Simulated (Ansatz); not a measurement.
**Geometry relaxation of ZrN$_{3}$H$_{6}$Cl$_{2}$ (part 2 of 2)**

The same run, continued: ZrN$_{3}$H$_{6}$Cl$_{2}$, multiplicity 2; UKS PBE/def2-SVP (Ansatz 0.2.0). The input holds or restrains some coordinates. It belongs to a series of runs on one base structure; here: pulled along the bonds that form and break, towards end A.

Geometry of the input (Å):
```
Zr 0.0000  0.0000  0.0000
Cl 0.0000  0.0000  2.7700
Cl 2.3764  0.0000  -0.8392
N  -1.0409  1.8034  -0.7359
H  -2.0610  1.7482  -1.0186
H  -0.5204  2.7241  -0.8065
N  -1.0409  -1.8034  -0.7359
H  -1.5759  -2.4197  -0.0595
H  -1.0055  -2.0526  -1.7656
N  0.0000  0.0000  4.8000
H  -0.4960  -0.7725  5.3300
H  0.4960  0.7725  5.3300
```

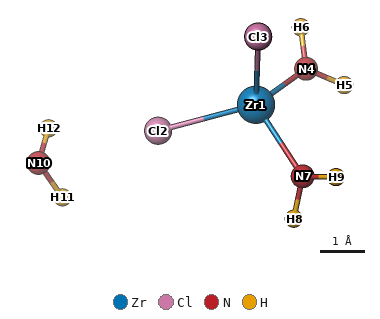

Figure 1. The geometry at step 7 of the log (ball-and-stick view, seen at a tilt; atoms are numbered from 1 in the order of the input).

Trajectory as extended XYZ, continued:
```
12
Properties=species:S:1:pos:R:3:forces:R:3 step=2 energy=-30869.17028
Zr   -0.0103   -0.0014    0.0058   -0.5990  -0.1413  -0.4429
Cl   -0.0002    0.0004    2.5751   -0.1354   0.0685  -3.6966
Cl    2.3568    0.0011   -0.8319   -1.4156   0.0708   0.4842
N    -1.0300    1.7831   -0.7271    0.8062  -1.5926   0.6452
H    -2.0453    1.7534   -1.0163    1.2593   0.5261   0.1719
H    -0.5320    2.7121   -0.8067   -1.0092  -0.9133  -0.0291
N    -1.0313   -1.7819   -0.7270    0.7305   1.6743   0.7034
H    -1.5693   -2.4134   -0.0727    0.5320   0.4430  -1.1441
H    -1.0077   -2.0523   -1.7488   -0.2574  -0.0596   1.3410
N     0.0097   -0.0065    4.9243    0.7020  -0.4657  -0.9096
H    -0.5032   -0.7744    5.3472   -0.2781   0.2457   1.4503
H     0.4946    0.7799    5.3469   -0.3353   0.1442   1.4262
12
Properties=species:S:1:pos:R:3:forces:R:3 step=3 energy=-30869.87762
Zr   -0.0148   -0.0038   -0.0428   -0.3793  -0.0515  -0.5802
Cl   -0.0071    0.0038    2.3806   -0.0871   0.0017  -1.6100
Cl    2.3362    0.0021   -0.8262   -1.1202   0.0602   0.2978
N    -1.0196    1.7622   -0.7198    0.5752  -1.1557   0.3186
H    -2.0278    1.7597   -1.0138    1.0095   0.3702   0.1510
H    -0.5454    2.6978   -0.8060   -0.7765  -0.8123   0.0289
N    -1.0229   -1.7598   -0.7190    0.4453   1.1828   0.3989
H    -1.5607   -2.4060   -0.0878    0.4777   0.4361  -0.8860
H    -1.0109   -2.0522   -1.7298   -0.1753  -0.0021   1.0864
N     0.0243   -0.0161    5.0384    0.5558  -0.3545  -2.8232
H    -0.5115   -0.7752    5.3980   -0.5910  -0.3456   1.8210
H     0.4922    0.7875    5.3972    0.0659   0.6707   1.7968
12
Properties=species:S:1:pos:R:3:forces:R:3 step=4 energy=-30870.64198
Zr   -0.0154   -0.0051   -0.2046   -0.1613  -0.0042   1.9175
Cl   -0.0430    0.0023    2.2654   -0.0406   0.0063  -1.3135
Cl    2.2286    0.0214   -0.8736    0.5090   0.0313  -0.3417
N    -0.9742    1.6676   -0.7974   -0.3408   0.6267  -0.1969
H    -1.9847    1.7396   -1.0256    0.4903   0.0848   0.0013
H    -0.5598    2.6264   -0.7622   -0.3363  -0.6040  -0.0396
N    -1.0485   -1.6502   -0.7439   -0.2368  -0.5154  -0.4200
H    -1.5040   -2.3350   -0.1080    0.1844   0.3240  -0.3794
H    -0.9950   -2.0495   -1.7054   -0.1094   0.0797   0.5414
N     0.1547   -0.1010    5.1543    1.2993  -0.8725  -1.5274
H    -0.5641   -0.7358    5.5401   -0.2326   1.0378   0.8770
H     0.4371    0.8193    5.5296   -1.0253  -0.1945   0.8814
12
Properties=species:S:1:pos:R:3:forces:R:3 step=5 energy=-30871.01306
Zr    0.0143   -0.0133   -0.1237    0.0301  -0.0882   1.6750
Cl    0.0407   -0.0452    2.3503   -0.0388   0.0086  -1.1216
Cl    2.1856    0.0885   -1.0142    0.3416   0.0396  -0.2399
N    -0.9947    1.6318   -0.6969   -0.4609   0.6573  -0.7256
H    -1.9460    1.6647   -1.1225    0.5481   0.0175   0.2836
H    -0.5572    2.5696   -0.8361   -0.2685  -0.5224   0.1933
N    -0.9894   -1.6425   -0.7419   -0.5197  -0.3867  -0.2409
H    -1.5786   -2.2680   -0.1576    0.2874   0.2678  -0.2609
H    -1.0272   -1.9771   -1.7224    0.0461   0.0292   0.3399
N     0.2859   -0.1926    5.2743    0.6091  -0.4270  -0.0401
H    -0.6304   -0.6486    5.5372    0.2625   1.0439   0.0601
H     0.3289    0.8327    5.5224   -0.8372  -0.6397   0.0770
12
Properties=species:S:1:pos:R:3:forces:R:3 step=6 energy=-30871.14826
Zr    0.0387   -0.0173   -0.0695   -0.1632  -0.0233   1.0553
Cl    0.1117   -0.0961    2.4101   -0.0752   0.0842  -1.0934
Cl    2.1585    0.0924   -1.1010    0.2063  -0.0147  -0.1006
N    -0.9841    1.5794   -0.7545   -0.2852   0.1035  -0.0452
H    -1.9262    1.6109   -1.1718    0.2005  -0.0787   0.0594
H    -0.6195    2.5385   -0.7397    0.0686   0.1119   0.0514
N    -1.0663   -1.5477   -0.7663    0.0218  -0.1061   0.3977
H    -1.6459   -2.1793   -0.1938    0.0125   0.0938  -0.0767
H    -0.9019   -1.9901   -1.6715   -0.0154  -0.1507  -0.3262
N     0.3172   -0.2249    5.3379    0.5465  -0.1614   0.0968
H    -0.6500   -0.5838    5.5132   -0.0164   0.5480  -0.0033
H     0.2995    0.8181    5.4759   -0.5006  -0.4065  -0.0152
12
Properties=species:S:1:pos:R:3:forces:R:3 step=7 energy=-30871.14042 accepted=F
Zr    0.0508   -0.0246    0.0038   -0.0638  -0.0212   0.5673
Cl    0.1347   -0.0671    2.4782   -0.0599   0.0429  -1.0126
Cl    2.1558    0.0948   -1.1093   -0.0961  -0.0227   0.0988
N    -0.9956    1.5702   -0.6749   -0.4494  -0.1065  -0.2745
H    -1.8884    1.5728   -1.2080    0.4668  -0.0731   0.3119
H    -0.6418    2.5329   -0.6702    0.0753   0.1377   0.0919
N    -1.0321   -1.5646   -0.7271   -0.0849  -0.0827   0.3567
H    -1.6930   -2.1582   -0.1952    0.1860   0.1770  -0.1495
H    -0.9160   -1.9666   -1.6643    0.0090  -0.0417  -0.0802
N     0.3873   -0.2663    5.4203   -1.7765   1.2130  -0.2094
H    -0.6707   -0.5360    5.3245    1.4533   0.2314   0.1256
H     0.2407    0.8127    5.2909    0.3402  -1.4539   0.1742
12
Properties=species:S:1:pos:R:3:forces:R:3 step=8 energy=-30871.20455
Zr    0.0454   -0.0227   -0.0553   -0.0140  -0.0467   1.0180
Cl    0.1216   -0.0721    2.4349   -0.0746   0.0613  -1.1671
Cl    2.1735    0.0801   -1.1006    0.0244  -0.0073  -0.0130
N    -0.9871    1.5790   -0.7249   -0.0022   0.1140   0.0536
H    -1.9083    1.5968   -1.1758   -0.0001  -0.0358  -0.0222
H    -0.6434    2.5484   -0.6696    0.0082  -0.0479   0.0333
N    -1.0341   -1.5761   -0.7485    0.0260  -0.0908  -0.0520
H    -1.6685   -2.1724   -0.1992    0.0254   0.0410  -0.0304
H    -0.9259   -1.9904   -1.6867   -0.0193   0.0298   0.1075
N     0.3523   -0.2412    5.3570   -0.1041   0.0119   0.1987
H    -0.6559   -0.5339    5.4321    0.2043   0.1599  -0.0682
H     0.2622    0.8045    5.4052   -0.0741  -0.1894  -0.0581
12
Properties=species:S:1:pos:R:3:forces:R:3 step=9 energy=-30871.21719
Zr    0.0502   -0.0287   -0.0498   -0.0875   0.0079   1.0462
Cl    0.0945   -0.0514    2.4387   -0.0319   0.0438  -1.1432
Cl    2.1695    0.0938   -1.1121    0.0455  -0.0308  -0.0055
N    -0.9824    1.5767   -0.7086   -0.0177   0.0591   0.0285
H    -1.8584    1.5890   -1.2432    0.0076  -0.0061   0.0225
H    -0.6730    2.5499   -0.5742    0.0031  -0.0488  -0.0026
N    -1.0317   -1.5844   -0.7335    0.0399  -0.0505  -0.0681
H    -1.6811   -2.1632   -0.1834    0.0214   0.0377  -0.0189
H    -0.9292   -2.0067   -1.6675   -0.0052   0.0047   0.0647
N     0.3587   -0.2482    5.3557   -0.0974   0.0309   0.1743
H    -0.6546   -0.5244    5.3872    0.1514   0.0903  -0.0521
H     0.2694    0.7976    5.3595   -0.0291  -0.1380  -0.0458
12
Properties=species:S:1:pos:R:3:forces:R:3 step=10 energy=-30871.22457
Zr    0.0374   -0.0230   -0.0165    0.0406   0.0074   0.9221
Cl    0.0886   -0.0159    2.4699   -0.0391   0.0087  -1.1264
Cl    2.1663    0.0674   -1.0721   -0.0361  -0.0062   0.0322
N    -0.9972    1.5837   -0.6668    0.0029   0.0526  -0.0153
H    -1.8777    1.5977   -1.1946    0.0259   0.0080   0.0236
H    -0.6628    2.5528   -0.5648   -0.0284  -0.0511   0.0146
N    -1.0246   -1.5840   -0.7178    0.0316  -0.0328  -0.0092
H    -1.6983   -2.1450   -0.1797   -0.0053   0.0129  -0.0113
H    -0.8792   -2.0359   -1.6314   -0.0083   0.0113   0.0493
N     0.3613   -0.2617    5.3823   -0.5846   0.3960  -0.0315
H    -0.6589   -0.5188    5.2423    0.4918   0.0580   0.0691
H     0.2769    0.7826    5.2180    0.1090  -0.4648   0.0828
12
Properties=species:S:1:pos:R:3:forces:R:3 step=11 energy=-30871.22889
Zr    0.0263   -0.0209   -0.0177   -0.1536   0.1320   0.8354
Cl    0.0239    0.0061    2.4705   -0.0147   0.0012  -1.1506
Cl    2.1716    0.0956   -1.0286   -0.0066  -0.0111   0.0201
N    -1.0152    1.5853   -0.6852    0.0973   0.0242   0.0769
H    -1.8953    1.6701   -1.2071    0.0322  -0.1014   0.0179
H    -0.6531    2.5397   -0.5358   -0.0028  -0.0644   0.0131
N    -1.0019   -1.6092   -0.7104    0.0478   0.0893   0.0856
H    -1.7087   -2.1206   -0.1674   -0.0466  -0.0249   0.0247
H    -0.8451   -2.1102   -1.5920    0.0289  -0.0340  -0.0670
N     0.3530   -0.2860    5.3720   -0.2603   0.1050   0.0446
H    -0.6675   -0.4910    5.2142    0.2256   0.0013   0.0486
H     0.3438    0.7413    5.1563    0.0528  -0.1170   0.0507
12
Properties=species:S:1:pos:R:3:forces:R:3 step=12 energy=-30871.23653
Zr    0.0290   -0.0187   -0.0256    0.0106   0.0046   0.9772
Cl    0.0433    0.0003    2.4609   -0.0205   0.0152  -1.1271
Cl    2.1742    0.0819   -1.0383    0.0006  -0.0070   0.0061
N    -1.0090    1.5856   -0.6758   -0.0153   0.0799   0.0169
H    -1.8851    1.6270   -1.2092    0.0279  -0.0144   0.0163
H    -0.6878    2.5508   -0.5079   -0.0193  -0.0597  -0.0154
N    -1.0051   -1.6028   -0.7136   -0.0008   0.0100  -0.0047
H    -1.7275   -2.1106   -0.1862   -0.0041  -0.0011  -0.0002
H    -0.8289   -2.1061   -1.5925    0.0066  -0.0125  -0.0022
N     0.3358   -0.2949    5.3658   -0.1027   0.1108   0.0819
H    -0.6859   -0.4540    5.1872    0.1147   0.0163   0.0257
H     0.3788    0.7416    5.2040    0.0023  -0.1419   0.0254
```

Summary:

```json
{"quantity": "outcome", "value": "converged under the restraints of the input"}
{"quantity": "total energy", "value": "−30871.2366 eV"}
{"quantity": "mean-field energy", "value": "−30871.2366 eV"}
{"quantity": "⟨S²⟩", "value": "0.752"}
{"quantity": "largest force (length of the vector) at the end, held atoms and coordinates included", "value": "1.127 eV/Å"}
{"quantity": "hardware", "value": "4 threads of AMD EPYC (Zen 3), 32 GiB of memory available, shared host"}
{"quantity": "wall time", "value": "83 s (CPU time 5.2 min)"}
{"quantity": "peak memory", "value": "0.42 GiB"}
```
